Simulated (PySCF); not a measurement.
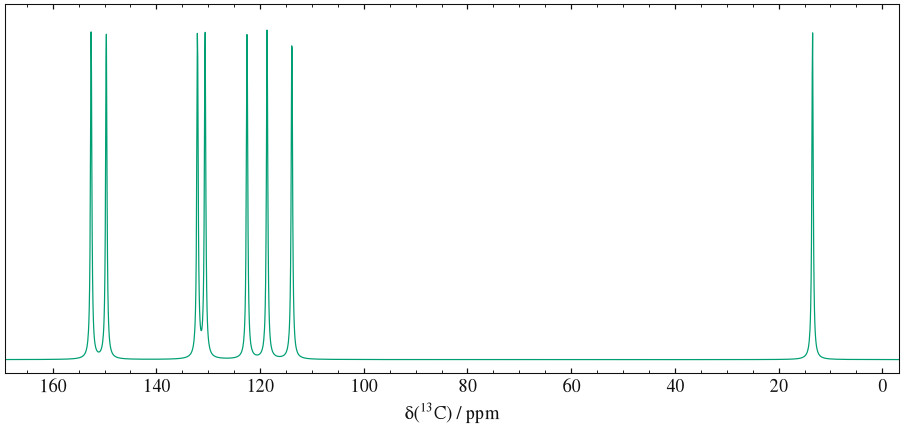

GIAO shifts, PBE0/pcSseg-1 (IEF-PCM acetone) with PySCF 2.14.0, at a PBE0-D3(BJ)/def2-SVP geometry (no frequency check), against TMS for ¹³C computed at the same level. fully decoupled, line heights follow the number of nuclei, widths are arbitrary (no quadrupolar broadening); values of one conformer, averaged over methyl-type rotors and exact or near symmetry; other conformers aren't averaged in.

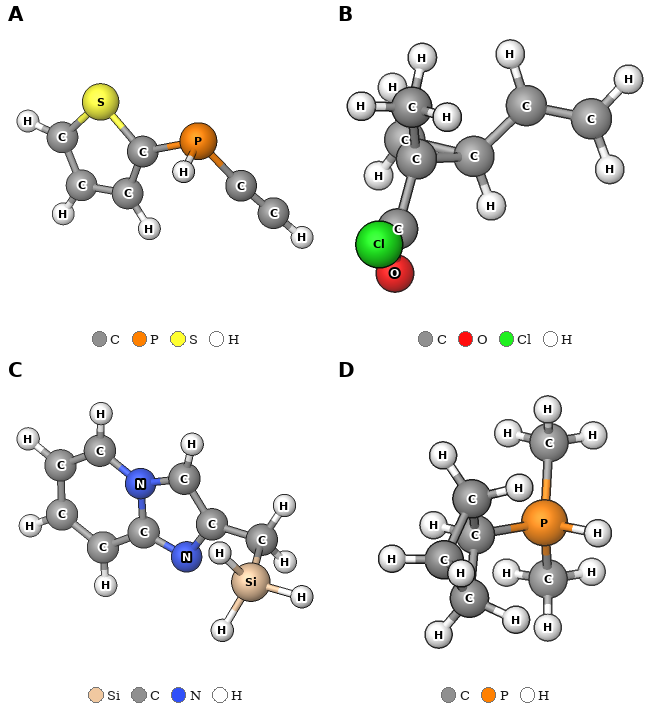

> Which structure fits the spectrum? The candidates are drawn in the second picture. Charge and spin: A neutral singlet; B neutral singlet; C neutral singlet; D +1 singlet.

Structure C, C₈H₁₀N₂Si, SMILES [SiH3]Cc1cn2ccccc2n1. Its ¹³C signals: 152.6 (1 C), 149.7 (1 C), 132.1 (1 C), 130.6 (1 C), 122.5 (1 C), 118.6 (1 C), 113.9 (1 C), 13.5 (1 C) ppm.
